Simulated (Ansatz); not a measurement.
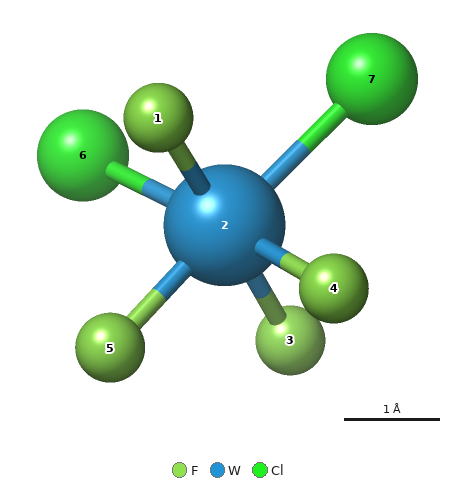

The structure as given in the input (ball-and-stick view, seen at a tilt; atoms are numbered from 1 in the order of the input). Sticks mark near contacts. Bond lengths as drawn: Cl–W 2.26 Å and F–W 1.84 to 1.85 Å.

## Molecular dynamics of WCl2F4 (part 1 of 2)

- system: WCl2F4, SMILES [F][W]([F])([F])([F])([Cl])[Cl]
- method: RKS revPBE/def2-SVP (Ansatz 0.2.0)

The geometry comes from this level: PBE0-D4/def2-TZVP. Figures and captions count atoms from 1; the log counts them from 0 in places.

### Log
```
Functional definition: revPBE
  name "revPBE"
  cite "Zhang & Yang, Phys. Rev. Lett. 80, 890 (1998) doi:10.1103/PhysRevLett.80.890"
  cite "Perdew, Burke & Ernzerhof, Phys. Rev. Lett. 77, 3865 (1996) doi:10.1103/PhysRevLett.77.3865"
  parameter kappa = 1.245
  parameter beta = 0.06672455060314922
  exchange = pbe_x(kappa = kappa, mu = beta*pi^2/3)
  correlation = pbe_c(beta = beta)
1289 factors; their error is unknown
mean field evaluation 1: about -37713.7711 eV, gradient 7.4e1 eV
mean field evaluation 2: about -37550.8788 eV, gradient 3.0e2 eV
mean field evaluation 4: about -37721.2865 eV, gradient 2.7e1 eV
mean field evaluation 8: about -37723.3284 eV, gradient 2.9e-1 eV
mean field evaluation 16: about -37723.2424 eV, gradient 1.3e-3 eV
mean field -37723.24239628 eV, -1386.3035883313 hartree, gradient 2.1e-5 eV, S^2 0.000000; 0 other end points of the search recorded, 0 dependent functions left out
the calculation of the forces begins
reference -37723.24248387 eV, -1386.3035915500 hartree; 42, 42 occupied and 82, 82 virtual orbitals, 1289 factors
md step     0: t =     0.00 fs  T =   700.0 K  F+E_penalty+E_count = -37723.24239628 eV  E_kin = 0.452410 eV  conserved = -37722.78998629 eV  (32 SCF iters)
these checks for a lower state are left out or cut short: starts, cluster_reference, orbital_swaps, neighbouring_geometries, increment
1289 factors; their error is unknown
mean field -37723.25789720 eV, -1386.3041579795 hartree, gradient 1.0e-5 eV, S^2 0.000000; 0 other end points of the search recorded, 0 dependent functions left out
[... from here on the field's lines of each further geometry are left out, up to the last ...]
md step     1: t =     0.50 fs  T =   724.0 K  F+E_penalty+E_count = -37723.25789720 eV  E_kin = 0.467896 eV  conserved = -37722.79000125 eV  (34 SCF iters)
md step     2: t =     1.00 fs  T =   745.3 K  F+E_penalty+E_count = -37723.27167800 eV  E_kin = 0.481665 eV  conserved = -37722.79001350 eV  (34 SCF iters)
md step     3: t =     1.50 fs  T =   763.6 K  F+E_penalty+E_count = -37723.28351959 eV  E_kin = 0.493497 eV  conserved = -37722.79002283 eV  (34 SCF iters)
md step     4: t =     2.00 fs  T =   778.6 K  F+E_penalty+E_count = -37723.29324691 eV  E_kin = 0.503217 eV  conserved = -37722.79002947 eV  (34 SCF iters)
md step     5: t =     2.50 fs  T =   790.2 K  F+E_penalty+E_count = -37723.30072863 eV  E_kin = 0.510695 eV  conserved = -37722.79003337 eV  (34 SCF iters)
md step     6: t =     3.00 fs  T =   798.1 K  F+E_penalty+E_count = -37723.30587711 eV  E_kin = 0.515842 eV  conserved = -37722.79003463 eV  (33 SCF iters)
md step     7: t =     3.50 fs  T =   802.4 K  F+E_penalty+E_count = -37723.30864682 eV  E_kin = 0.518613 eV  conserved = -37722.79003344 eV  (34 SCF iters)
md step     8: t =     4.00 fs  T =   803.0 K  F+E_penalty+E_count = -37723.30903202 eV  E_kin = 0.519002 eV  conserved = -37722.79002993 eV  (34 SCF iters)
md step     9: t =     4.50 fs  T =   800.0 K  F+E_penalty+E_count = -37723.30706425 eV  E_kin = 0.517040 eV  conserved = -37722.79002443 eV  (34 SCF iters)
md step    10: t =     5.00 fs  T =   793.4 K  F+E_penalty+E_count = -37723.30280862 eV  E_kin = 0.512792 eV  conserved = -37722.79001696 eV  (34 SCF iters)
md step    11: t =     5.50 fs  T =   783.5 K  F+E_penalty+E_count = -37723.29636119 eV  E_kin = 0.506353 eV  conserved = -37722.79000802 eV  (34 SCF iters)
md step    12: t =     6.00 fs  T =   770.3 K  F+E_penalty+E_count = -37723.28784440 eV  E_kin = 0.497847 eV  conserved = -37722.78999763 eV  (34 SCF iters)
md step    13: t =     6.50 fs  T =   754.2 K  F+E_penalty+E_count = -37723.27740433 eV  E_kin = 0.487418 eV  conserved = -37722.78998610 eV  (34 SCF iters)
md step    14: t =     7.00 fs  T =   735.3 K  F+E_penalty+E_count = -37723.26520716 eV  E_kin = 0.475233 eV  conserved = -37722.78997407 eV  (34 SCF iters)
md step    15: t =     7.50 fs  T =   714.0 K  F+E_penalty+E_count = -37723.25143414 eV  E_kin = 0.461473 eV  conserved = -37722.78996085 eV  (34 SCF iters)
md step    16: t =     8.00 fs  T =   690.6 K  F+E_penalty+E_count = -37723.23628098 eV  E_kin = 0.446334 eV  conserved = -37722.78994714 eV  (34 SCF iters)
md step    17: t =     8.50 fs  T =   665.4 K  F+E_penalty+E_count = -37723.21995267 eV  E_kin = 0.430020 eV  conserved = -37722.78993298 eV  (34 SCF iters)
md step    18: t =     9.00 fs  T =   638.6 K  F+E_penalty+E_count = -37723.20266152 eV  E_kin = 0.412743 eV  conserved = -37722.78991878 eV  (35 SCF iters)
md step    19: t =     9.50 fs  T =   610.7 K  F+E_penalty+E_count = -37723.18462367 eV  E_kin = 0.394719 eV  conserved = -37722.78990465 eV  (34 SCF iters)
the calculation of the forces begins
reference -37723.16614579 eV, -1386.3007861773 hartree; 42, 42 occupied and 82, 82 virtual orbitals, 1289 factors
1289 factors; their error is unknown
mean field evaluation 192: about -37722.3491 eV, gradient 2.2e1 eV
mean field -37723.16605670 eV, -1386.3007829033 hartree, gradient 1.1e-5 eV, S^2 0.000000; 1 other end points of the search recorded, 0 dependent functions left out
the calculation of the forces begins
reference -37723.16614579 eV, -1386.3007861773 hartree; 42, 42 occupied and 82, 82 virtual orbitals, 1289 factors
md step    20: t =    10.00 fs  T =   582.0 K  F+E_penalty+E_count = -37723.16605670 eV  E_kin = 0.376166 eV  conserved = -37722.78989057 eV  (36 SCF iters)
```

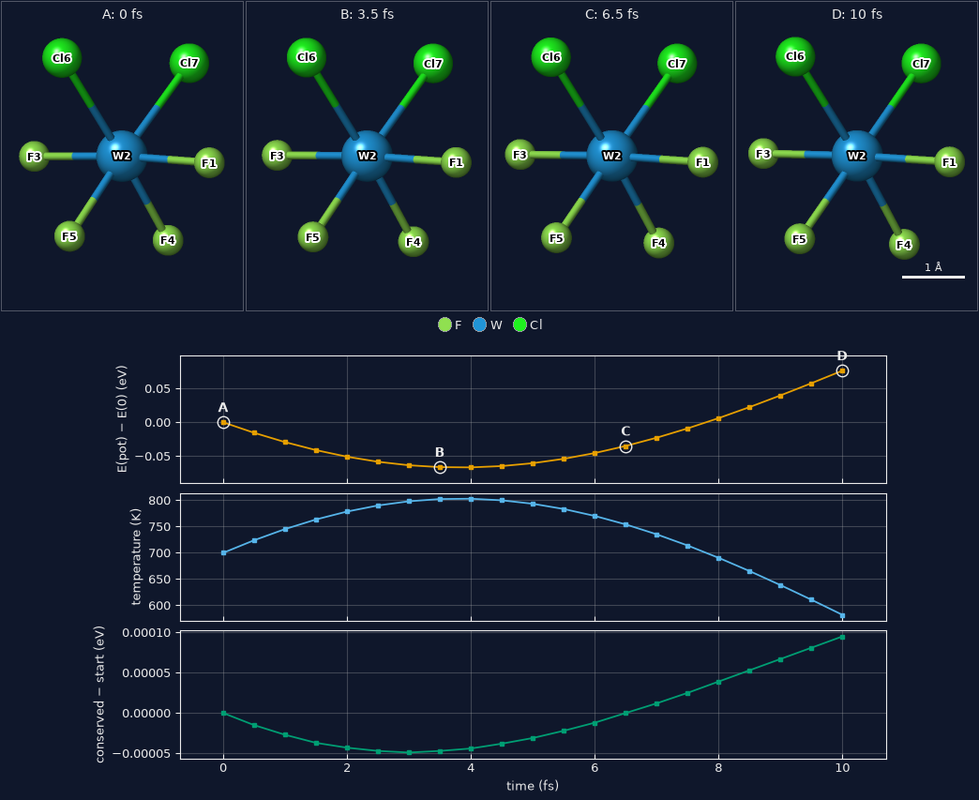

Frames of the molecular dynamics (ball-and-stick, seen at a tilt) above the curves, on which the letters mark them. The trajectory kept here has 21 frames over 10 fs. The temperature starts at 700 K, ranges from 582 to 803 K and averages 703 K over the second half. The potential energy ends 0.076 eV above its first value. The conserved quantity stays within 0.00014 eV. After an unweighted best fit of the last frame on the first, the root-mean-square displacement is 0.07 Å, and F1 has moved furthest (0.12 Å).

```
Total energy: -37723.16614579 eV, -1386.3007861773 hartree
Atom 0 at    -0.366043    -1.487156     1.186843 Å, force     0.252973     1.067513    -0.636540 eV/Å
Atom 1 at    -0.035902     0.005064     0.031310 Å, force    -1.375932     1.361828    -0.411203 eV/Å
Atom 2 at     0.237589     1.550018    -1.146212 Å, force    -0.386658    -1.571087     1.150062 eV/Å
Atom 3 at    -1.923078     0.076666    -0.341960 Å, force     1.062784    -0.076973     0.173139 eV/Å
Atom 4 at    -0.407635     1.261589     1.381724 Å, force     0.059295    -0.186555     0.114520 eV/Å
Atom 5 at     2.180182     0.041642     0.537263 Å, force     0.360852    -0.048664     0.280708 eV/Å
Atom 6 at     0.278880    -1.350507    -1.738914 Å, force     0.026686    -0.546063    -0.670686 eV/Å
Dipole moment:     0.264727    -0.206827    -0.050270 e Å
```

### Trajectory as extended XYZ (Å, eV, eV/Å), 21 frames, from step=0 to step=20
```
7
Properties=species:S:1:pos:R:3:forces:R:3 step=0 time_fs=0.0 energy=-37723.24240 temperature=700.0
F    -0.3458   -1.3917    1.1529   -0.2327  -1.0198   0.8277
W    -0.0374    0.0208    0.0180    0.5062  -0.2818  -0.2440
F     0.1815    1.4831   -1.0738    0.1499   1.0659  -0.7877
F    -1.8468    0.0713   -0.3453   -1.2338   0.0402  -0.2403
F    -0.3838    1.1706    1.4204   -0.2451   0.7831   0.9531
Cl    2.1615    0.0333    0.5549    0.9314   0.0094   0.2327
Cl    0.2707   -1.3874   -1.7271    0.1242  -0.5971  -0.7415
7
Properties=species:S:1:pos:R:3:forces:R:3 step=1 time_fs=0.5 energy=-37723.25790 temperature=724.0
F    -0.3468   -1.3962    1.1543   -0.2070  -0.9068   0.7491
W    -0.0373    0.0200    0.0187    0.4020  -0.1719  -0.3010
F     0.1844    1.4866   -1.0775    0.1173   0.8843  -0.6573
F    -1.8502    0.0716   -0.3450   -1.1107   0.0358  -0.2185
F    -0.3848    1.1745    1.4175   -0.2373   0.7574   0.9397
Cl    2.1619    0.0337    0.5538    0.9143   0.0062   0.2388
Cl    0.2710   -1.3851   -1.7272    0.1214  -0.6050  -0.7507
7
Properties=species:S:1:pos:R:3:forces:R:3 step=2 time_fs=1.0 energy=-37723.27168 temperature=745.3
F    -0.3477   -1.4008    1.1558   -0.1806  -0.7914   0.6684
W    -0.0372    0.0191    0.0194    0.2953  -0.0637  -0.3519
F     0.1873    1.4901   -1.0812    0.0846   0.7046  -0.5277
F    -1.8537    0.0718   -0.3448   -0.9845   0.0310  -0.1961
F    -0.3858    1.1786    1.4148   -0.2284   0.7280   0.9214
Cl    2.1624    0.0341    0.5528    0.8954   0.0030   0.2443
Cl    0.2714   -1.3829   -1.7274    0.1183  -0.6115  -0.7584
7
Properties=species:S:1:pos:R:3:forces:R:3 step=3 time_fs=1.5 energy=-37723.28352 temperature=763.6
F    -0.3487   -1.4056    1.1573   -0.1539  -0.6742   0.5863
W    -0.0370    0.0183    0.0202    0.1868   0.0422  -0.3964
F     0.1902    1.4937   -1.0850    0.0521   0.5278  -0.3997
F    -1.8574    0.0721   -0.3445   -0.8562   0.0259  -0.1732
F    -0.3869    1.1827    1.4122   -0.2183   0.6951   0.8983
Cl    2.1630    0.0345    0.5518    0.8747  -0.0002   0.2493
Cl    0.2717   -1.3808   -1.7276    0.1149  -0.6166  -0.7645
7
Properties=species:S:1:pos:R:3:forces:R:3 step=4 time_fs=2.0 energy=-37723.29325 temperature=778.6
F    -0.3498   -1.4104    1.1590   -0.1268  -0.5560   0.5032
W    -0.0369    0.0174    0.0209    0.0772   0.1456  -0.4346
F     0.1931    1.4974   -1.0889    0.0198   0.3547  -0.2742
F    -1.8611    0.0724   -0.3444   -0.7266   0.0206  -0.1500
F    -0.3879    1.1869    1.4098   -0.2072   0.6587   0.8709
Cl    2.1636    0.0350    0.5508    0.8524  -0.0033   0.2539
Cl    0.2721   -1.3787   -1.7278    0.1113  -0.6204  -0.7692
7
Properties=species:S:1:pos:R:3:forces:R:3 step=5 time_fs=2.5 energy=-37723.30073 temperature=790.2
F    -0.3508   -1.4152    1.1607   -0.0997  -0.4375   0.4198
W    -0.0368    0.0166    0.0216   -0.0327   0.2462  -0.4665
F     0.1961    1.5012   -1.0928   -0.0120   0.1863  -0.1517
F    -1.8650    0.0727   -0.3442   -0.5965   0.0151  -0.1266
F    -0.3891    1.1912    1.4074   -0.1950   0.6192   0.8393
Cl    2.1643    0.0354    0.5498    0.8286  -0.0063   0.2580
Cl    0.2725   -1.3766   -1.7281    0.1073  -0.6230  -0.7723
7
Properties=species:S:1:pos:R:3:forces:R:3 step=6 time_fs=3.0 energy=-37723.30588 temperature=798.1
F    -0.3518   -1.4202    1.1624   -0.0726  -0.3192   0.3364
W    -0.0367    0.0158    0.0223   -0.1424   0.3436  -0.4922
F     0.1990    1.5049   -1.0967   -0.0433   0.0232  -0.0326
F    -1.8689    0.0729   -0.3440   -0.4665   0.0093  -0.1031
F    -0.3902    1.1956    1.4052   -0.1818   0.5767   0.8039
Cl    2.1650    0.0358    0.5488    0.8034  -0.0093   0.2617
Cl    0.2729   -1.3746   -1.7285    0.1031  -0.6243  -0.7740
```
